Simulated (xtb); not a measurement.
**C2H6FNSi: molecular dynamics**

System: C2H6FNSi.
Method: GFN2-xTB (xtb 6.7.1).

The run did not end well. The starting geometry was optimised with GFN2-xTB.

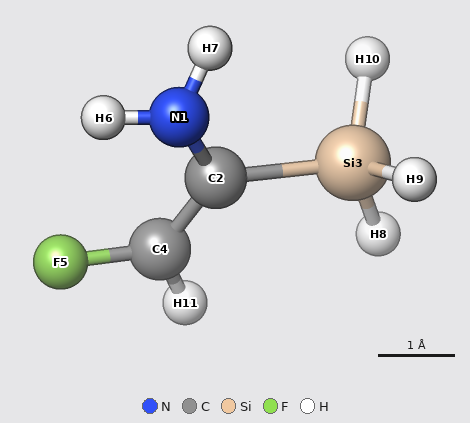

**Figure 1.** The starting structure (ball-and-stick view, seen at a tilt; atoms are numbered from 1 in the order of the input).

**Input (struc.xyz)**
```
11

N     -0.39164     1.48969     0.23089
C     -0.28597     0.13943    -0.06059
Si     1.31517    -0.72746     0.43372
C     -1.30302    -0.55161    -0.57477
F     -2.47442     0.04924    -0.93370
H     -1.17874     1.96059    -0.19286
H      0.46460     2.01753     0.19377
H      1.23070    -2.13988     0.07447
H      1.52902    -0.54974     1.87062
H      2.41427    -0.07610    -0.29109
H     -1.31997    -1.61169    -0.75045
```

**File input.inp**
```
$md
   temp=300
   time=0.2
   step=4
   dump=20
   hmass=1
   shake=0
   nvt=false
$end
```

Run as:
```bash
xtb struc.xyz --gfn 2 -I input.inp --md > struc.out 2> xtb.err
```

**The program's output**
```
* xtb version 6.7.1
   ID    Z sym.   atoms
    1    7 N      1
    2    6 C      2, 4
    3   14 Si     3
    4    9 F      5
    5    1 H      6-11

           -------------------------------------------------
          |                Calculation Setup                |
           -------------------------------------------------

          program call               : xtb struc.xyz --gfn 2 -I input.inp --md
          coordinate file            : struc.xyz
          omp threads                :                     1

           -------------------------------------------------
          |                 G F N 2 - x T B                 |
           -------------------------------------------------

      * Hamiltonian:
        H0-scaling (s, p, d)           1.850000    2.230000    2.230000
        zeta-weighting                 0.500000
      * Dispersion:
        s8                             2.700000
        a1                             0.520000
        a2                             5.000000
        s9                             5.000000
      * Repulsion:
        kExp                           1.500000    1.000000
        rExp                           1.000000
      * Coulomb:
        alpha                          2.000000
        third order                    shell-resolved
        anisotropic                    true
        a3                             3.000000
        a5                             4.000000
        cn-shift                       1.200000
        cn-exp                         4.000000
        max-rad                        5.000000

          ...................................................
          :                      SETUP                      :
          :.................................................:
          :  # basis functions                  32          :
          :  # atomic orbitals                  31          :
          :  # shells                           17          :
          :  # electrons                        30          :
          :  max. iterations                   250          :
          :  Hamiltonian                  GFN2-xTB          :
          :  restarted?                      false          :
          :  GBSA solvation                  false          :
          :  PC potential                    false          :
          :  electronic temp.          300.0000000     K    :
          :  accuracy                    1.0000000          :
          :  -> integral cutoff          0.2500000E+02      :
          :  -> integral neglect         0.1000000E-07      :
          :  -> SCF convergence          0.1000000E-05 Eh   :
          :  -> wf. convergence          0.1000000E-03 e    :
          :  Broyden damping             0.4000000          :
          :  net charge                          0          :
          :  unpaired electrons                  0          :
          ...................................................

 iter      E             dE          RMSdq      gap      omega  full diag
   1    -16.7870613 -0.167871E+02  0.540E+00    3.51       0.0  T
   2    -16.8541847 -0.671234E-01  0.237E+00    3.48       1.0  T
   3    -16.8570244 -0.283963E-02  0.199E+00    3.79       1.0  T
   4    -16.8591619 -0.213752E-02  0.120E+00    3.83       1.0  T
   5    -16.8578587  0.130316E-02  0.635E-01    3.81       1.0  T
   6    -16.8593868 -0.152807E-02  0.269E-01    3.80       1.0  T
   7    -16.8595003 -0.113524E-03  0.886E-02    3.78       1.0  T
   8    -16.8595023 -0.200485E-05  0.285E-02    3.78       1.1  T
   9    -16.8595038 -0.142853E-05  0.770E-03    3.78       3.9  T
  10    -16.8595039 -0.899982E-07  0.270E-03    3.78      11.2  T
  11    -16.8595039 -0.192753E-07  0.514E-04    3.78      58.6  T
  12    -16.8595039 -0.575309E-09  0.103E-04    3.78     292.1  T

   *** convergence criteria satisfied after 12 iterations ***

         #    Occupation            Energy/Eh            Energy/eV
      -------------------------------------------------------------
         1        2.0000           -0.7925839             -21.5673
       ...           ...                  ...                  ...
         9        2.0000           -0.5004839             -13.6189
        10        2.0000           -0.4592065             -12.4956
        11        2.0000           -0.4463963             -12.1471
        12        2.0000           -0.4390747             -11.9478
        13        2.0000           -0.4349082             -11.8345
        14        2.0000           -0.4155441             -11.3075
        15        2.0000           -0.3587041              -9.7608 (HOMO)
        16                         -0.2198022              -5.9811 (LUMO)
        17                         -0.1912503              -5.2042
        18                         -0.1866503              -5.0790
        19                         -0.1651197              -4.4931
        20                         -0.0940999              -2.5606
       ...                                ...                  ...
        31                          0.6936923              18.8763
      -------------------------------------------------------------
                  HL-Gap            0.1389020 Eh            3.7797 eV
             Fermi-level           -0.2892531 Eh           -7.8710 eV

 SCC (total)                   0 d,  0 h,  0 min,  0.011 sec
 SCC setup                      ...        0 min,  0.000 sec (  1.541%)
 Dispersion                     ...        0 min,  0.000 sec (  0.626%)
 classical contributions        ...        0 min,  0.000 sec (  0.229%)
 integral evaluation            ...        0 min,  0.002 sec ( 14.609%)
 iterations                     ...        0 min,  0.006 sec ( 51.303%)
 molecular gradient             ...        0 min,  0.003 sec ( 30.016%)
 printout                       ...        0 min,  0.000 sec (  1.546%)

         :::::::::::::::::::::::::::::::::::::::::::::::::::::
         ::                     SUMMARY                     ::
         :::::::::::::::::::::::::::::::::::::::::::::::::::::
         :: total energy             -16.686248766827 Eh    ::
         :: gradient norm              0.000027188574 Eh/a0 ::
         :: HOMO-LUMO gap              3.779714484741 eV    ::
         ::.................................................::
         :: SCC energy               -16.859496301080 Eh    ::
         :: -> isotropic ES            0.031408305907 Eh    ::
         :: -> anisotropic ES          0.003724806654 Eh    ::
         :: -> anisotropic XC          0.003171923916 Eh    ::
         :: -> dispersion             -0.006343587373 Eh    ::
         :: repulsion energy           0.173247534253 Eh    ::
         :: add. restraining           0.000000000000 Eh    ::
         :: total charge              -0.000000000000 e     ::
         :::::::::::::::::::::::::::::::::::::::::::::::::::::

           -------------------------------------------------
          |                Property Printout                |
           -------------------------------------------------

    * Orbital Energies and Occupations

         #    Occupation            Energy/Eh            Energy/eV
      -------------------------------------------------------------
         1        2.0000           -0.7925839             -21.5673
       ...           ...                  ...                  ...
         3        2.0000           -0.6351778             -17.2841
         4        2.0000           -0.6078530             -16.5405
         5        2.0000           -0.5617156             -15.2851
         6        2.0000           -0.5364937             -14.5987
         7        2.0000           -0.5276327             -14.3576
         8        2.0000           -0.5085843             -13.8393
         9        2.0000           -0.5004839             -13.6189
        10        2.0000           -0.4592065             -12.4956
        11        2.0000           -0.4463963             -12.1471
        12        2.0000           -0.4390747             -11.9478
        13        2.0000           -0.4349082             -11.8345
        14        2.0000           -0.4155441             -11.3075
        15        2.0000           -0.3587041              -9.7608 (HOMO)
        16                         -0.2198022              -5.9811 (LUMO)
        17                         -0.1912503              -5.2042
        18                         -0.1866503              -5.0790
        19                         -0.1651197              -4.4931
        20                         -0.0940999              -2.5606
        21                         -0.0551635              -1.5011
        22                          0.0526204               1.4319
        23                          0.0912180               2.4822
        24                          0.1630935               4.4380
        25                          0.2161462               5.8816
        26                          0.2950179               8.0278
       ...                                ...                  ...
        31                          0.6936923              18.8763
      -------------------------------------------------------------
                  HL-Gap            0.1389020 Eh            3.7797 eV
             Fermi-level           -0.2892531 Eh           -7.8710 eV

     #   Z          covCN         q      C6AA      α(0)
     1   7 N        2.652    -0.275    27.108     7.733
     2   6 C        2.768    -0.058    29.431     8.885
     3  14 Si       3.670     0.440    98.857    19.053
     4   6 C        2.725     0.066    26.507     8.428
     5   9 F        0.785    -0.249    11.759     4.051
     6   1 H        0.860     0.167     1.294     1.782
     7   1 H        0.860     0.148     1.413     1.862
     8   1 H        0.919    -0.093     5.313     3.605
     9   1 H        0.918    -0.080     4.926     3.471
    10   1 H        0.917    -0.091     5.273     3.592
    11   1 H        0.926     0.027     2.625     2.534

 Mol. C6AA /au·bohr⁶  :       1564.540320
 Mol. C8AA /au·bohr⁸  :      46177.799606
 Mol. α(0) /au        :         64.994609

Wiberg/Mayer (AO) data.
largest (>0.10) Wiberg bond orders for each atom

 ---------------------------------------------------------------------------
     #   Z sym  total        # sym  WBO       # sym  WBO       # sym  WBO
 ---------------------------------------------------------------------------
     1   7 N    3.238 --     2 C    1.169     7 H    0.963     6 H    0.951
                             4 C    0.133
     2   6 C    3.946 --     4 C    1.760     1 N    1.169     3 Si   0.870
     3  14 Si   3.622 --     9 H    0.899     8 H    0.899    10 H    0.897
                             2 C    0.870
     4   6 C    3.848 --     2 C    1.760    11 H    0.969     5 F    0.934
                             1 N    0.133
     5   9 F    1.062 --     4 C    0.934
     6   1 H    0.972 --     1 N    0.951
     7   1 H    0.978 --     1 N    0.963
     8   1 H    0.991 --     3 Si   0.899
     9   1 H    0.994 --     3 Si   0.899
    10   1 H    0.992 --     3 Si   0.897
    11   1 H    0.999 --     4 C    0.969
 ---------------------------------------------------------------------------

Topologies differ in total number of bonds
Writing topology from bond orders to xtbtopo.mol

molecular dipole:
                 x           y           z       tot (Debye)
 q only:        1.158       0.086       0.324
   full:        0.962       0.213       0.063       2.509
molecular quadrupole (traceless):
                xx          xy          yy          xz          yz          zz
 q only:       -4.681      -0.213       4.743      -1.869      -0.413      -0.062
  q+dip:       -6.455       2.055       6.753      -1.988      -0.573      -0.298
   full:       -5.965       1.072       6.558      -1.936      -0.999      -0.592

           -------------------------------------------------
          | TOTAL ENERGY              -16.686248766827 Eh   |
          | GRADIENT NORM               0.000027188574 Eh/α |
          | HOMO-LUMO GAP               3.779714484741 eV   |
           -------------------------------------------------
           -------------------------------------------------
          |               Molecular Dynamics                |
           -------------------------------------------------
 trajectories on xtb.trj or xtb.trj.<n>

 MD time /ps        :    0.20
 dt /fs             :    4.00
 SCC accuracy       :    2.00
 temperature /K     :  300.00
 max steps          :    50
 block length (av.) :  1250
 dumpstep(trj) /fs  :   20.00     5
 dumpstep(coords)/fs: 1000.00   250
 H atoms mass (amu) :     1
 # deg. of freedom  :    33
 SHAKE off
         time (ps)    <Epot>      Ekin   <T>   T     Etot       error
      0    0.00      0.00000   0.0827    0.    0.   -16.60360    0.0000
  -15.314817826658956        2229319.1906733764
 MD is unstable, emergency exit
 but still taking it as converged!
 average properties
 Epot               :  -13.841908341407914
 Epot (accurate SCC):                       NaN
 Ekin               :   16.782133376996658
 Etot               :   2.9402250355887452
 T                  :   321174.76232571149
 normal exit of md()
########################################################################
[ERROR] Runtime exception occurred
-2- xtb_calculator_singlepoint: Electronic structure method terminated
-1- scf: Self consistent charge iterator did not converge
########################################################################

------------------------------------------------------------------------
------------------------------------------------------------------------
 total:
 *  cpu-time:     0 d,  0 h,  0 min,  0.489 sec
 * ratio c/w:     0.999 speedup
 SCF:
 *  cpu-time:     0 d,  0 h,  0 min,  0.011 sec
 * ratio c/w:     0.995 speedup
 MD:
 *  cpu-time:     0 d,  0 h,  0 min,  0.463 sec
 * ratio c/w:     0.999 speedup
```

**Standard error**
```
normal termination of xtb
```

**Trajectory as extended XYZ (Å, eV, eV/Å), 2 frames, from step=0 to step=1**
```
11
Properties=species:S:1:pos:R:3 step=0 time_fs=0.0 energy=-454.05596
N    -0.3916    1.4897    0.2309
C    -0.2860    0.1394   -0.0606
Si    1.3152   -0.7275    0.4337
C    -1.3030   -0.5516   -0.5748
F    -2.4744    0.0492   -0.9337
H    -1.1787    1.9606   -0.1929
H     0.4646    2.0175    0.1938
H     1.2307   -2.1399    0.0745
H     1.5290   -0.5497    1.8706
H     2.4143   -0.0761   -0.2911
H    -1.3200   -1.6117   -0.7504
11
Properties=species:S:1:pos:R:3 step=1 time_fs=20.0 energy=-389.12844
N    -0.5008    1.5844    0.0416
C    -0.1534    0.2304   -0.1641
Si    1.3077   -0.7629    0.4257
C    -1.3604   -0.2808   -0.5248
F    -2.4855    0.0149   -0.8693
H    -0.4404    1.8839   -0.2312
H     0.5505    1.9234    1.2222
H     2.1497   -2.4727   -1.1161
H     0.6324   -1.5616    1.8738
H     2.4040    0.3810    0.9237
H    -2.3074   -5.7738    0.4665
```

**What the run reported**

```csv
quantity,value
outcome,not converged
trajectory,"2 frames kept, 20 fs"
electrons treated,30
potential energy (first step),−16.686249 hartree
dispersion energy (first step),−0.006344 hartree
basis functions (first step),32
hardware,"1 thread of Intel Xeon @ 2.70GHz, 189 GiB of memory available, shared host"
wall time,0.52 s
peak memory,0.071 GiB
```

**What went wrong**

Settings chosen away from the usual ones: method = gfn2-xtb; task = md; geo = {"prev": "A"}; x = {"md_temperature": 300, "md_time": 0.2, "time_step": 4, "md_dump": 20, "hydrogen_mass": 1, "shake": 0, "nvt": "false"}. The run did not converge. Its last values are not results.
